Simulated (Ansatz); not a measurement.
Mo (Im-3m, No. 229): the input geometry of an electronic-structure calculation (not necessarily at equilibrium).

```xyz
2
Lattice="3.1500 0.0000 0.0000 0.0000 3.1500 0.0000 0.0000 0.0000 3.1500" Properties=species:S:1:pos:R:3 pbc="T T T"
Mo    0.0000    0.0000    0.0000
Mo    1.5750    1.5750    1.5750
```

Q: What will a dark-field STEM-like image along [001] show? Simulation: incoherent imaging, intensity Z^1.7 per atom, probe width 1.30 Å, thin sample. The probe carries 25 % of its weight in a tail 2.5 times as wide. The speckle of an amorphous layer was added.

A: The columns repeat on a square net with a repeat of 2.23 Å (plane group p4mm). All columns are alike (Mo). The shortest distance between visible columns is 2.23 Å in projection. Along the beam the structure repeats every 3.15 Å.

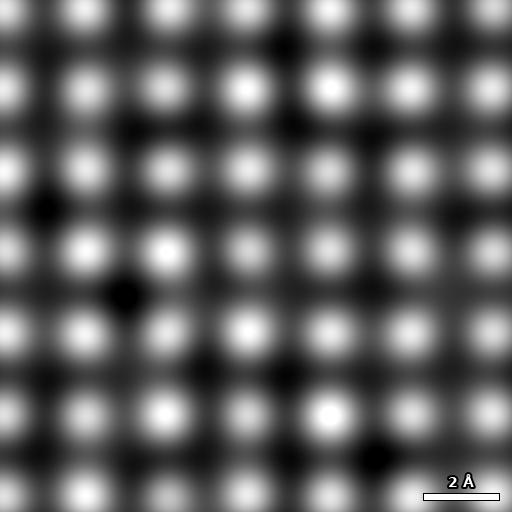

The simulated image.
